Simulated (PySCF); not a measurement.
## A study: C₃H₇NS, SMILES `N=CCCS`

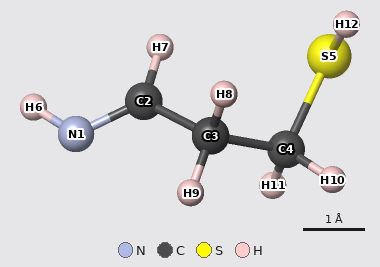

The molecule, with its atoms numbered as below. No frequency check shows the geometry to be a minimum.

Cartesian coordinates (Å):

```
N1      -2.6434    0.3136   -0.1762
C2      -1.4313    0.4089    0.1252
C3      -0.6291   -0.8214    0.4052
C4       0.6493   -0.8641   -0.4235
S5       1.8090    0.4925   -0.0242
H6      -3.1261    1.1921   -0.3518
H7      -0.8684    1.3488    0.2041
H8      -0.3746   -0.8359    1.4696
H9      -1.2398   -1.6976    0.1816
H10      1.1779   -1.8057   -0.2775
H11      0.4277   -0.7411   -1.4832
H12      2.0290    0.1231    1.2368
```

## 1. Bonding charge

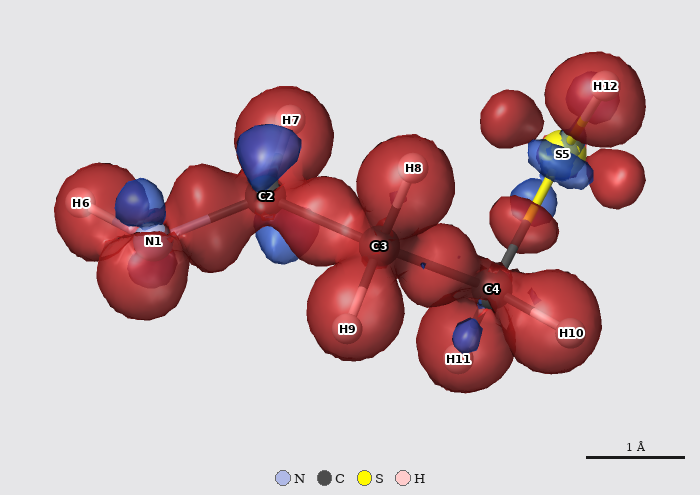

Deformation density (molecule less spherical, spin-averaged free atoms at the same positions), surfaces at ±0.12 e/Å³; red: gain, blue: loss.

PySCF calculation, PBE/def2-TZVP, gas phase; geometry: GFN2-xTB.

How much density has each bond gained at its critical point, relative to the free atoms?

Answer. The five largest and four smallest: N1–H6: +0.80 e/Å³ at the bond critical point (bond length 1.02 Å, Mayer order 0.9). C2–H7: +0.73 e/Å³ at the bond critical point (bond length 1.10 Å, Mayer order 0.9). N1–C2: +0.71 e/Å³ at the bond critical point (bond length 1.25 Å, Mayer order 2.2). C4–H10: +0.71 e/Å³ at the bond critical point (bond length 1.09 Å, Mayer order 1.0). C4–H11: +0.71 e/Å³ at the bond critical point (bond length 1.09 Å, Mayer order 0.9). C2–C3: +0.53 e/Å³ at the bond critical point (bond length 1.50 Å, Mayer order 0.9). C3–C4: +0.45 e/Å³ at the bond critical point (bond length 1.52 Å, Mayer order 1.0). S5–H12: +0.42 e/Å³ at the bond critical point (bond length 1.33 Å, Mayer order 1.0). C4–S5: +0.24 e/Å³ at the bond critical point (bond length 1.83 Å, Mayer order 1.1). In all, 2.5 electrons gather in the regions of gain relative to the promolecule.

Where do the Hirshfeld charges lie?

Answer. The highest Hirshfeld charge is on H6 (+0.10 e), the lowest on N1 (−0.22 e).

```
atom  charge (e)
  N1       −0.22
  C2       +0.04
  C3       −0.07
  C4       −0.06
  S5       −0.05
  H6       +0.10
  H7       +0.03
  H8       +0.04
  H9       +0.05
 H10       +0.04
 H11       +0.05
 H12       +0.04
```

## 2. Electrostatic potential

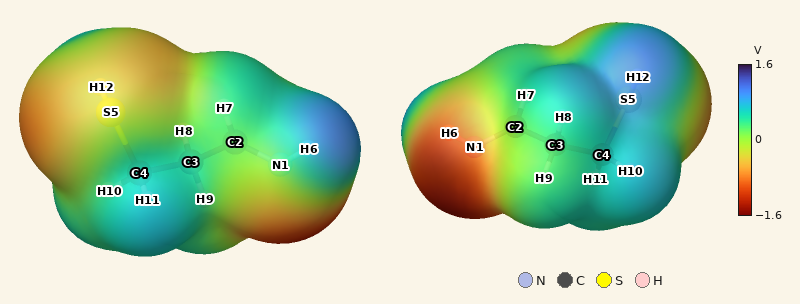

Electrostatic potential on the surface of electron density 0.001 a.u. (back view left, front view right).

Where are the extremes of the potential on the surface?

Answer. Highest: 1.05 V, 1.3 Å from H6. Further maxima include 0.79 V, 1.4 Å from H10; 0.73 V, 1.4 Å from H11. Lowest: −1.52 V, 2.0 Å from N1. Further minima include −0.78 V, 2.3 Å from S5; −0.57 V, 2.3 Å from S5. The surface is sampled at points, so like sites can differ by a few per cent and only the strongest of them is named.

## 3. In an electric field

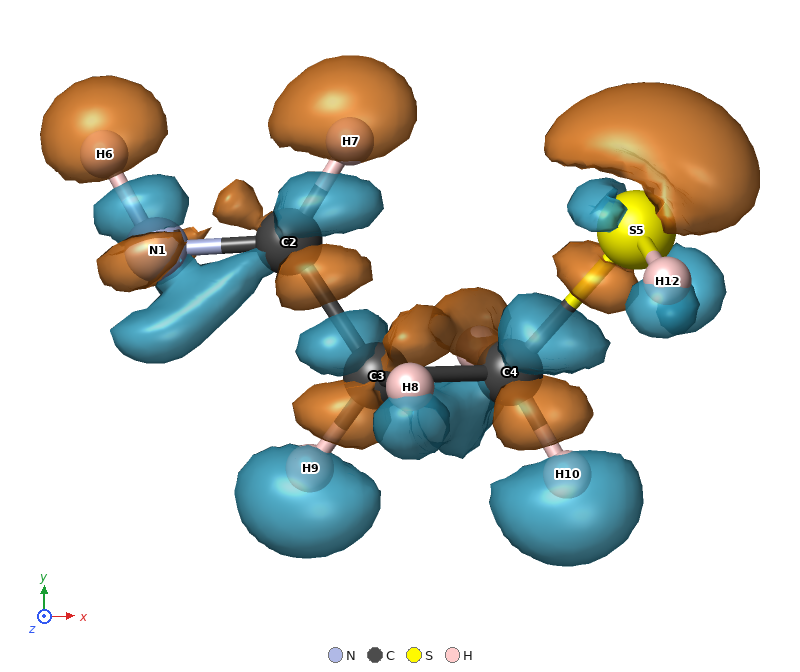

Change of the electron density in a uniform field of 0.41 V/Å, surfaces at ±0.004 e/Å³ (light blue: gain, orange: loss).

Computed with PySCF, B3LYP/def2-SVP, geometry: GFN2-xTB. A basis without diffuse functions makes polarisabilities too small.

Along which Cartesian direction does the field point?

Answer. Along +y: electrons gather on the −y side, against the field.

How large is the response?

Answer. The induced dipole is 1.02 D (along the field); α along this axis, from the fields in both directions, is 50 bohr³ (7.4 Å³).

Which atoms gain and lose the most charge?

Answer. Electrons gather most on H10 (Hirshfeld charge changes by −0.016 e) and leave S5 most (+0.025 e); 0.104 electrons are displaced in all.

## 4. Localised orbitals

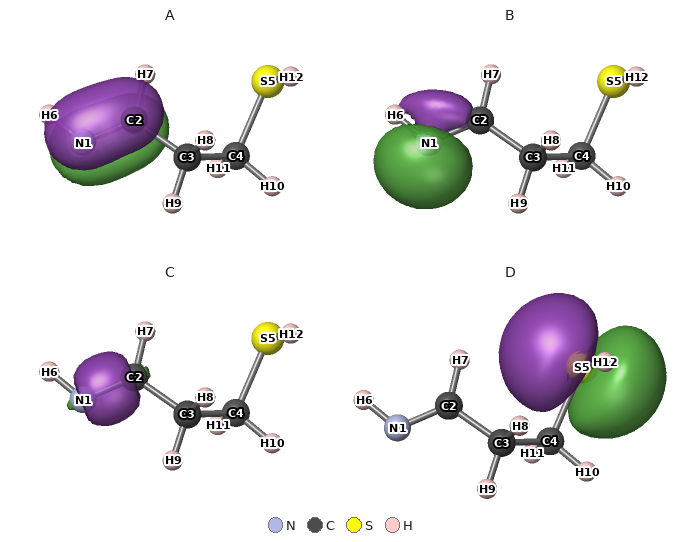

Pipek–Mezey orbitals, occupied; each surface holds about 85 % of the orbital's density. Energies are diagonal elements of the Fock matrix.

Computed with PySCF, ωB97X/def2-TZVP, geometry: GFN2-xTB.

Name the orbitals, with their atomic make-up and energies.

Answer. By panel:
- A: π bond N1–C2 (N1 57 %, C2 42 %; −12.0 eV)
- B: lone pair on N1 (sp1.9-type) (N1 97 %; −12.2 eV)
- C: σ bond N1–C2 (N1 55 %, C2 45 %; −24.0 eV)
- D: lone pair on S5 (p-type) (S5 99 %; −9.8 eV)

The PySCF runs shown took 34 s, 31 s and 35 s on 1 thread of Arm Neoverse V2 (shared host).
